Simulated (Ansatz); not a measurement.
**ZrB₂: a line through a two-coordinate scan**

One line of a two-coordinate grid on ZrB2 (P6/mmm, No. 191; 3 atoms in the cell): volume per atom is varied, at c/a of the conventional cell = 1.333.

Program: Ansatz 0.2.0. Level of theory: DFT PBEsol, scalar-relativistic, plane waves, PAW, unless a step's input says otherwise. These are calculated values, not measurements.

16 further runs of the same task are left out: 16 set aside as unsound or not needed.

## Step 1: The system as given

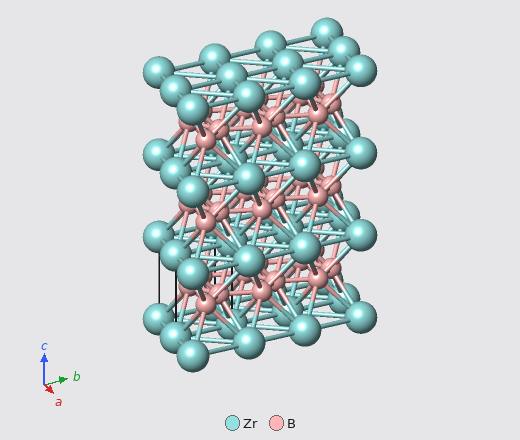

The starting structure, seen slightly off an axis (zirconium light teal, boron pink). 2×3×3 cells are drawn. Atoms on the faces are drawn again on the opposite ones.

As a file:

```cif
data_structure
_symmetry_space_group_name_H-M 'P6/mmm'
_symmetry_Int_Tables_number 191
_cell_length_a 3.1548
_cell_length_b 3.1548
_cell_length_c 3.5067
_cell_angle_alpha 90.000
_cell_angle_beta 90.000
_cell_angle_gamma 120.000
_cell_volume 30.23
loop_
_atom_site_label
_atom_site_type_symbol
_atom_site_symmetry_multiplicity
_atom_site_Wyckoff_symbol
_atom_site_fract_x
_atom_site_fract_y
_atom_site_fract_z
_atom_site_occupancy
Zr1 Zr 1 a 0.00000 0.00000 0.00000 1
B1 B 2 d 0.33333 0.66667 0.50000 1
```

This cell was relaxed beforehand with the same method: volume 10.08 Å³/atom, gap on the mesh none (metal).

## Step 2: Plan of the line

The energy is mapped over volume and the cell's shape.

The axes are (1) volume per atom: 7 values from 8.866 to 11.285 Å³; (2) c/a of the conventional cell: 7 values from 0.927 to 1.333.

Nothing else is relaxed (symmetry fixes all fractional coordinates). Energies count from the relaxed crystal. Points are written as (first, second).

## Step 3: Point (8.866 Å³, 1.333)

input.yaml reads:

```yaml
crystal:
  lattice:
    - [2.8452425819, 0.0, 0.0]
    - [-1.422621291, 2.4640523559, 0.0]
    - [0.0, 0.0, 3.7938464588]
  atoms:
    - { symbol: Zr, position: [0.0, 0.0, 0.0] }
    - { symbol: B, position: [0.3333333333, 0.6666666667, 0.5] }
    - { symbol: B, position: [0.6666666667, 0.3333333333, 0.5] }
basis:
  ecutwfc: 520.0
kpoints:
  mp_grid: { grid: [18, 18, 12] }
hamiltonian:
  xc: pbesol
scf:
  occupations: { method: gaussian, width: 0.15 }
output:
  forces: true
  stress: true
  eigenvalues: true
```

Command:

```
$ ansatz run input.yaml --threads 1 --pin off --max-ram 2048MiB --backend cpu --events-out ev --progress --plain --runs-dir out
```

Log, cut to the lines that bear on the results:

```text
Warning: RAYON_NUM_THREADS=1 ignored (pool sized by the plan → 1); use --threads N
[...]
Pseudopotentials: kind: paw
Pseudopotential: Zr, paw, valence charge 12, recommended cutoff 420 eV (normal), Zr.paw.azcp
Pseudopotential: B, paw, valence charge 3, recommended cutoff 420 eV (normal), B.paw.azcp
Functional definition: PBEsol
[...]
Crystal: 3 atoms, lattice volume = 26.598 Å³
Basis set: ecut = 520 eV, 711 PW (Γ), exchange–correlation on 48×48×60 points (8 copies of the dense FFT grid, shifted against one another)
Bands: 13, of which v1, the nominal top of the filled ones, is band 9 counted from 1 (8 counted from 0)
Symmetry: 24 space group operations
Space group: P6/mmm (ITA 191), of the structure as read, at distance tolerance 3.0e-5 Å
k-points: 259 of 3888
[...]
SCF iter   1: F=—  HF=-4435.976709 eV  |F-HF|=—  |Δ(HF+E_count)|=         —  Δρ=4.47e-3  dr2=5.04e-3  ethr=1.77e-3  ⟨swp⟩=5.1  Hψ=17508  notcnv=0
[...]
SCF iter   6: F=-4435.975114 eV  HF=-4435.975114 eV  |F-HF|=6.41e-9  |Δ(HF+E_count)|=   7.25e-8  Δρ=7.21e-6  dr2=8.29e-9  ethr=5.56e-10  ⟨swp⟩=4.7  Hψ=13570  notcnv=0
[...]
SCF converged after 6 iterations
Free energy (F): -4435.975114 eV
[...]
E sigma→0 (E₀):  -4435.973987 eV
Entropy (-TS):   -0.002254 eV (-0.751 meV/atom)
Fermi energy:    17.738700 eV
[...]
--- Forces (eV/Å), atoms counted from 1 ---
  atom   1  Zr     0.00000000     0.00000000     0.00000000
  atom   2  B     -0.00000000    -0.00000000     0.00000000
  atom   3  B      0.00000000     0.00000000     0.00000000
[...]
--- Stress (GPa, compression-positive) ---
       71.744976       0.000000       0.000000
        0.000000      71.744976       0.000000
        0.000000       0.000000      -7.035599
  P = ⅓ Tr σ = 45.4848 GPa (454.848 kbar)
--- Band table (eV; the first three rows and the last of 259) ---
  k-point 0: bands = ["-30.3585", "-8.7140", "-7.3639", "-7.3639", "4.5770", "14.6298", "14.7466", "16.6956", "16.6956", "21.6624", "21.6624", "22.6445", "22.6445"]
[...]
```

Run time: 7.3 s. Hardware: 1 thread of Arm Neoverse V1, shared host; peak memory 0.39 GiB.

Energy on the map's scale: 417 meV/atom.

## Step 4: Point (9.269 Å³, 1.333)

input.yaml, as its differences from that of step 3:

```diff
@@ -2,5 +2,5 @@
   lattice:
-    - [2.8452425819, 0.0, 0.0]
-    - [-1.422621291, 2.4640523559, 0.0]
-    - [0.0, 0.0, 3.7938464588]
+    - [2.8877151509, 0.0, 0.0]
+    - [-1.4438575755, 2.5008346795, 0.0]
+    - [0.0, 0.0, 3.8504793822]
   atoms:
```

Command:

```
$ ansatz run input.yaml --threads 1 --pin off --max-ram 2048MiB --backend cpu --events-out ev --progress --plain --runs-dir out
```

Log, cut to the lines that bear on the results:

```text
[...]
SCF converged after 6 iterations
Free energy (F): -4436.256884 eV
[...]
E sigma→0 (E₀):  -4436.255688 eV
Entropy (-TS):   -0.002392 eV (-0.797 meV/atom)
Fermi energy:    16.940291 eV
[...]
--- Forces (eV/Å), atoms counted from 1 ---
  atom   1  Zr     0.00000000     0.00000000     0.00000000
  atom   2  B      0.00000000     0.00000000     0.00000000
  atom   3  B     -0.00000000    -0.00000000     0.00000000
[...]
--- Stress (GPa, compression-positive) ---
       53.819221      -0.000000       0.000000
       -0.000000      53.819221       0.000000
        0.000000       0.000000     -18.519945
  P = ⅓ Tr σ = 29.7062 GPa (297.062 kbar)
--- Band table (eV; the first three rows and the last of 259) ---
  k-point 0: bands = ["-31.2491", "-9.5679", "-8.3747", "-8.3747", "3.9918", "13.7953", "13.9909", "15.9345", "15.9345", "20.6785", "20.6785", "21.6046", "21.6046"]
[...]
```

Wall time 7.1 s (1 thread of Arm Neoverse V1, shared host); peak memory 0.39 GiB.

That is 323 meV/atom from the zero.

## Step 5: Grid point (9.672 Å³, 1.333)

input.yaml, as its differences from that of step 4:

```diff
@@ -2,5 +2,5 @@
   lattice:
-    - [2.8877151509, 0.0, 0.0]
-    - [-1.4438575755, 2.5008346795, 0.0]
-    - [0.0, 0.0, 3.8504793822]
+    - [2.9289737987, 0.0, 0.0]
+    - [-1.4644868994, 2.5365657167, 0.0]
+    - [0.0, 0.0, 3.9054936632]
   atoms:
```

Command:

```
$ ansatz run input.yaml --threads 1 --pin off --max-ram 2048MiB --backend cpu --events-out ev --progress --plain --runs-dir out
```

Log, cut to the lines that bear on the results:

```text
[...]
SCF converged after 6 iterations
Free energy (F): -4436.430363 eV
[...]
E sigma→0 (E₀):  -4436.429113 eV
Entropy (-TS):   -0.002500 eV (-0.833 meV/atom)
Fermi energy:    16.201692 eV
[...]
--- Forces (eV/Å), atoms counted from 1 ---
  atom   1  Zr     0.00000000    -0.00000000     0.00000000
  atom   2  B      0.00000000    -0.00000000     0.00000000
  atom   3  B      0.00000000     0.00000000     0.00000000
[...]
--- Stress (GPa, compression-positive) ---
       38.759728      -0.000000       0.000000
       -0.000000      38.759728       0.000000
        0.000000       0.000000     -27.457258
  P = ⅓ Tr σ = 16.6874 GPa (166.874 kbar)
--- Band table (eV; the first three rows and the last of 259) ---
  k-point 0: bands = ["-32.0867", "-10.3725", "-9.3122", "-9.3122", "3.4614", "13.0368", "13.2951", "15.2293", "15.2293", "19.7673", "19.7673", "20.6407", "20.6407"]
[...]
```

Wall time 7.2 s (1 thread of Arm Neoverse V1, shared host); peak memory 0.4 GiB.

That is 265 meV/atom from the zero.

## Step 6: Point (10.076 Å³, 1.333)

input.yaml, as its differences from that of step 5:

```diff
@@ -2,5 +2,5 @@
   lattice:
-    - [2.9289737987, 0.0, 0.0]
-    - [-1.4644868994, 2.5365657167, 0.0]
-    - [0.0, 0.0, 3.9054936632]
+    - [2.9691524931, 0.0, 0.0]
+    - [-1.4845762466, 2.5713614867, 0.0]
+    - [0.0, 0.0, 3.9590679343]
   atoms:
```

Command:

```
$ ansatz run input.yaml --threads 1 --pin off --max-ram 2048MiB --backend cpu --events-out ev --progress --plain --runs-dir out
```

Log, cut to the lines that bear on the results:

```text
Warning: RAYON_NUM_THREADS=1 ignored (pool sized by the plan → 1); use --threads N
[...]
Pseudopotentials: kind: paw
Pseudopotential: Zr, paw, valence charge 12, recommended cutoff 420 eV (normal), Zr.paw.azcp
Pseudopotential: B, paw, valence charge 3, recommended cutoff 420 eV (normal), B.paw.azcp
Functional definition: PBEsol
[...]
Crystal: 3 atoms, lattice volume = 30.227 Å³
Basis set: ecut = 520 eV, 855 PW (Γ), exchange–correlation on 48×48×60 points (8 copies of the dense FFT grid, shifted against one another)
Bands: 13, of which v1, the nominal top of the filled ones, is band 9 counted from 1 (8 counted from 0)
Symmetry: 24 space group operations
Space group: P6/mmm (ITA 191), of the structure as read, at distance tolerance 3.1e-5 Å
k-points: 259 of 3888
[...]
SCF iter   1: F=—  HF=-4436.515840 eV  |F-HF|=—  |Δ(HF+E_count)|=         —  Δρ=4.46e-3  dr2=6.47e-3  ethr=1.77e-3  ⟨swp⟩=5.0  Hψ=16395  notcnv=0
[...]
SCF iter   6: F=-4436.514426 eV  HF=-4436.514426 eV  |F-HF|=7.87e-9  |Δ(HF+E_count)|=   8.54e-8  Δρ=6.11e-6  dr2=9.39e-9  ethr=5.56e-10  ⟨swp⟩=5.0  Hψ=14728  notcnv=0
[...]
SCF converged after 6 iterations
Free energy (F): -4436.514426 eV
[...]
E sigma→0 (E₀):  -4436.513128 eV
Entropy (-TS):   -0.002597 eV (-0.866 meV/atom)
Fermi energy:    15.515000 eV
[...]
--- Forces (eV/Å), atoms counted from 1 ---
  atom   1  Zr    -0.00000000    -0.00000000     0.00000000
  atom   2  B      0.00000000     0.00000000     0.00000000
  atom   3  B     -0.00000000     0.00000000    -0.00000000
[...]
--- Stress (GPa, compression-positive) ---
       26.051398       0.000000      -0.000000
        0.000000      26.051398       0.000000
       -0.000000       0.000000     -34.390827
  P = ⅓ Tr σ = 5.9040 GPa (59.040 kbar)
--- Band table (eV; the first three rows and the last of 259) ---
  k-point 0: bands = ["-32.8767", "-11.1327", "-10.1856", "-10.1856", "2.9780", "12.3436", "12.6511", "14.5733", "14.5733", "18.9197", "18.9197", "19.7432", "19.7432"]
[...]
```

Wall time 7.7 s (1 thread of Arm Neoverse V1, shared host); peak memory 0.4 GiB.

Energy on the map's scale: 237 meV/atom.

## Step 7: The run at (10.882 Å³, 1.333)

input.yaml, as its differences from that of step 6:

```diff
@@ -2,5 +2,5 @@
   lattice:
-    - [2.9691524931, 0.0, 0.0]
-    - [-1.4845762466, 2.5713614867, 0.0]
-    - [0.0, 0.0, 3.9590679343]
+    - [3.0463488259, 0.0, 0.0]
+    - [-1.523174413, 2.638215472, 0.0]
+    - [0.0, 0.0, 4.0620015245]
   atoms:
```

Command:

```
$ ansatz run input.yaml --threads 1 --pin off --max-ram 2048MiB --backend cpu --events-out ev --progress --plain --runs-dir out
```

Log, cut to the lines that bear on the results:

```text
Warning: RAYON_NUM_THREADS=1 ignored (pool sized by the plan → 1); use --threads N
[...]
Pseudopotentials: kind: paw
Pseudopotential: Zr, paw, valence charge 12, recommended cutoff 420 eV (normal), Zr.paw.azcp
Pseudopotential: B, paw, valence charge 3, recommended cutoff 420 eV (normal), B.paw.azcp
Functional definition: PBEsol
[...]
Crystal: 3 atoms, lattice volume = 32.646 Å³
Basis set: ecut = 520 eV, 891 PW (Γ), exchange–correlation on 48×48×64 points (8 copies of the dense FFT grid, shifted against one another)
Bands: 13, of which v1, the nominal top of the filled ones, is band 9 counted from 1 (8 counted from 0)
Symmetry: 24 space group operations
Space group: P6/mmm (ITA 191), of the structure as read, at distance tolerance 3.2e-5 Å
k-points: 259 of 3888
[...]
SCF iter   1: F=—  HF=-4436.473627 eV  |F-HF|=—  |Δ(HF+E_count)|=         —  Δρ=3.99e-3  dr2=5.31e-3  ethr=1.77e-3  ⟨swp⟩=4.8  Hψ=16325  notcnv=0
[...]
SCF iter   6: F=-4436.472525 eV  HF=-4436.472525 eV  |F-HF|=2.87e-8  |Δ(HF+E_count)|=   1.66e-7  Δρ=1.27e-5  dr2=3.58e-8  ethr=5.56e-10  ⟨swp⟩=5.0  Hψ=15586  notcnv=0
[...]
SCF converged after 6 iterations
Free energy (F): -4436.472525 eV
[...]
E sigma→0 (E₀):  -4436.471126 eV
Entropy (-TS):   -0.002798 eV (-0.933 meV/atom)
Fermi energy:    14.278156 eV
[...]
--- Forces (eV/Å), atoms counted from 1 ---
  atom   1  Zr     0.00000000    -0.00000000     0.00000000
  atom   2  B     -0.00000000    -0.00000000     0.00000000
  atom   3  B      0.00000000     0.00000000     0.00000000
[...]
--- Stress (GPa, compression-positive) ---
        6.231389       0.000000       0.000000
       -0.000000       6.231389       0.000000
        0.000000       0.000000     -43.778185
  P = ⅓ Tr σ = -10.4385 GPa (-104.385 kbar)
--- Band table (eV; the first three rows and the last of 259) ---
  k-point 0: bands = ["-34.3242", "-12.5296", "-11.7615", "-11.7615", "2.1314", "11.1251", "11.4987", "13.3913", "13.3913", "17.3935", "17.3935", "18.1251", "18.1251"]
[...]
```

Run time: 8.3 s. Hardware: 1 thread of Arm Neoverse V1, shared host; peak memory 0.41 GiB.

Energy on the map's scale: 251 meV/atom.

## Step 8: Changing settings: xc revpbe, occupations.width 0.025, ecutwfc left out

input.yaml, as its differences from that of step 7:

```diff
@@ -9,4 +9,2 @@
     - { symbol: B, position: [0.6666666667, 0.3333333333, 0.5] }
-basis:
-  ecutwfc: 520.0
 kpoints:
@@ -14,8 +12,8 @@
 hamiltonian:
-  xc: pbesol
+  xc: revpbe
 scf:
-  occupations: { method: gaussian, width: 0.15 }
+  occupations: { method: gaussian, width: 0.025 }
 output:
   forces: true
+  eigenvalues: true
   stress: true
-  eigenvalues: true
```

Command:

```
$ ansatz run input.yaml --threads 1 --pin off --max-ram 2048MiB --backend cpu --events-out ev --progress --plain --runs-dir out
```

Log, cut to the lines that bear on the results:

```text
Warning: RAYON_NUM_THREADS=1 ignored (pool sized by the plan → 1); use --threads N
[...]
Pseudopotentials: kind: paw
Pseudopotential: Zr, paw, valence charge 12, recommended cutoff 420 eV (normal), Zr.paw.azcp
Pseudopotential: B, paw, valence charge 3, recommended cutoff 420 eV (normal), B.paw.azcp
Functional definition: revPBE
[...]
Crystal: 3 atoms, lattice volume = 32.646 Å³
Basis set: ecut = 420 eV, 637 PW (Γ), exchange–correlation on 48×48×60 points (8 copies of the dense FFT grid, shifted against one another)
Bands: 13, of which v1, the nominal top of the filled ones, is band 9 counted from 1 (8 counted from 0)
Symmetry: 24 space group operations
Space group: P6/mmm (ITA 191), of the structure as read, at distance tolerance 3.2e-5 Å
k-points: 259 of 3888
[...]
SCF iter   1: F=—  HF=-4504.488792 eV  |F-HF|=—  |Δ(HF+E_count)|=         —  Δρ=2.68e-3  dr2=1.80e-3  ethr=1.77e-3  ⟨swp⟩=5.5  Hψ=16713  notcnv=0
[...]
SCF iter   6: F=-4504.488716 eV  HF=-4504.488716 eV  |F-HF|=2.27e-11  |Δ(HF+E_count)|=   4.20e-9  Δρ=8.47e-7  dr2=1.42e-10  ethr=1.83e-11  ⟨swp⟩=1.7  Hψ=10549  notcnv=0
[...]
SCF converged after 6 iterations
Free energy (F): -4504.488716 eV
[...]
E sigma→0 (E₀):  -4504.488676 eV
Entropy (-TS):   -0.000082 eV (-0.027 meV/atom)
Fermi energy:    14.433192 eV
[...]
--- Forces (eV/Å), atoms counted from 1 ---
  atom   1  Zr     0.00000000     0.00000000     0.00000000
  atom   2  B     -0.00000000    -0.00000000     0.00000000
  atom   3  B      0.00000000     0.00000000     0.00000000
[...]
--- Stress (GPa, compression-positive) ---
       13.102790       0.000000       0.000000
        0.000000      13.102790       0.000000
        0.000000       0.000000     -36.559127
  P = ⅓ Tr σ = -3.4512 GPa (-34.512 kbar)
--- Band table (eV; the first three rows and the last of 259) ---
  k-point 0: bands = ["-34.2907", "-12.4597", "-11.7099", "-11.7099", "2.2396", "11.2780", "11.7000", "13.5563", "13.5563", "17.5543", "17.5543", "18.3056", "18.3056"]
[...]
```

It took 7.1 s on 1 thread of Arm Neoverse V1, shared host; peak memory 0.38 GiB.

```csv
run,ending,energy change,pressure (GPa),gap (eV),force (eV/Å),cycles,time
step 7,converged,-,-10.4,0.00,0.00,6,8.3 s
variant,converged,not comparable,-3.5,0.00,0.00,6,7.1 s
```

Total energies don't compare across a change of functional; the pressure goes from -10.4 to -3.5 GPa. The smearing and cutoff changed too.

## Step 9: The run at (11.285 Å³, 1.333)

input.yaml, as its differences from that of step 7:

```diff
@@ -2,5 +2,5 @@
   lattice:
-    - [3.0463488259, 0.0, 0.0]
-    - [-1.523174413, 2.638215472, 0.0]
-    - [0.0, 0.0, 4.0620015245]
+    - [3.0834997098, 0.0, 0.0]
+    - [-1.5417498549, 2.6703890812, 0.0]
+    - [0.0, 0.0, 4.111538513]
   atoms:
```

Command:

```
$ ansatz run input.yaml --threads 1 --pin off --max-ram 2048MiB --backend cpu --events-out ev --progress --plain --runs-dir out
```

Log, cut to the lines that bear on the results:

```text
Warning: RAYON_NUM_THREADS=1 ignored (pool sized by the plan → 1); use --threads N
[...]
Pseudopotentials: kind: paw
Pseudopotential: Zr, paw, valence charge 12, recommended cutoff 420 eV (normal), Zr.paw.azcp
Pseudopotential: B, paw, valence charge 3, recommended cutoff 420 eV (normal), B.paw.azcp
Functional definition: PBEsol
[...]
Crystal: 3 atoms, lattice volume = 33.855 Å³
Basis set: ecut = 520 eV, 903 PW (Γ), exchange–correlation on 48×48×64 points (8 copies of the dense FFT grid, shifted against one another)
Bands: 13, of which v1, the nominal top of the filled ones, is band 9 counted from 1 (8 counted from 0)
Symmetry: 24 space group operations
Space group: P6/mmm (ITA 191), of the structure as read, at distance tolerance 3.2e-5 Å
k-points: 259 of 3888
[...]
SCF iter   1: F=—  HF=-4436.370860 eV  |F-HF|=—  |Δ(HF+E_count)|=         —  Δρ=3.82e-3  dr2=4.95e-3  ethr=1.77e-3  ⟨swp⟩=4.7  Hψ=16251  notcnv=0
[...]
SCF iter   6: F=-4436.369836 eV  HF=-4436.369836 eV  |F-HF|=3.85e-8  |Δ(HF+E_count)|=   1.89e-7  Δρ=1.50e-5  dr2=4.93e-8  ethr=5.56e-10  ⟨swp⟩=5.0  Hψ=15506  notcnv=0
[...]
SCF converged after 6 iterations
Free energy (F): -4436.369836 eV
[...]
E sigma→0 (E₀):  -4436.368382 eV
Entropy (-TS):   -0.002908 eV (-0.969 meV/atom)
Fermi energy:    13.718483 eV
[...]
--- Forces (eV/Å), atoms counted from 1 ---
  atom   1  Zr    -0.00000000     0.00000000     0.00000000
  atom   2  B     -0.00000000     0.00000000     0.00000000
  atom   3  B     -0.00000000    -0.00000000     0.00000000
[...]
--- Stress (GPa, compression-positive) ---
       -1.473021       0.000000       0.000000
       -0.000000      -1.473021       0.000000
        0.000000       0.000000     -46.815089
  P = ⅓ Tr σ = -16.5870 GPa (-165.870 kbar)
--- Band table (eV; the first three rows and the last of 259) ---
  k-point 0: bands = ["-34.9885", "-13.1725", "-12.4751", "-12.4751", "1.7586", "10.5867", "10.9804", "12.8567", "12.8567", "16.7036", "16.7036", "17.3929", "17.3929"]
[...]
```

It took 8.4 s on 1 thread of Arm Neoverse V1, shared host; peak memory 0.41 GiB.

On the map this point reads 285 meV/atom.

## Step 10: What came out

| volume per atom (Å³) | step | energy (meV/atom) | slope (meV/atom per Å³) | pressure (GPa) |
| --- | --- | --- | --- | --- |
| 8.866 | 3 | 417 | −284 | 45 |
| 9.269 | 4 | 323 | −185 | 30 |
| 9.672 | 5 | 265 | −104 | 17 |
| 10.076 | 6 | 237 | −37 | 6 |
| 10.479 | – | 234 | 19 | −3 |
| 10.882 | 7 | 251 | 65 | −10 |
| 11.285 | 9 | 285 | 104 | −17 |

Energies count from the relaxed crystal. Rows without a step come from runs not printed here or follow by symmetry. Slopes come from the forces (and the stress, where the cell changes), not from differences of energies.

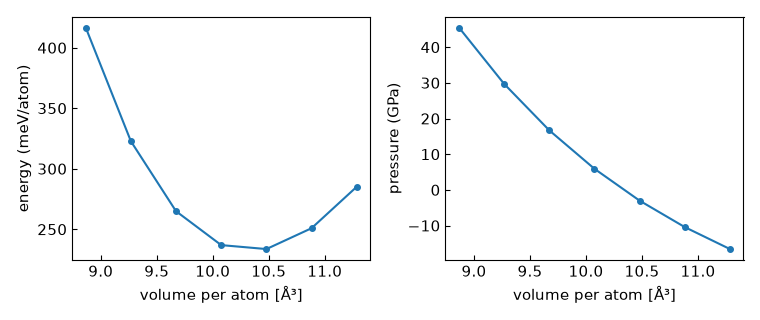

Energy and pressure along the line.

```csv
run,outcome
"step 8, run with xc revpbe, occupations.width 0.025, ecutwfc left out (against step 7)",converged; the pressure goes from -10.4 to -3.5 GPa
```

In words: The lowest point of the line is at 10.479 Å³, 234 meV/atom from the zero. Energies and slopes round the minimum, fitted together, put the minimum at 10.3336 Å³, with a curvature of about 130 meV/atom per (Å³)². V·d²E/dV² there is about 220 GPa, a bulk modulus under this line's constraint. The highest point computed, at 8.866 Å³, lies 183 meV/atom above the lowest. This is one cut through a surface in two coordinates; the map's lowest point lies off it.
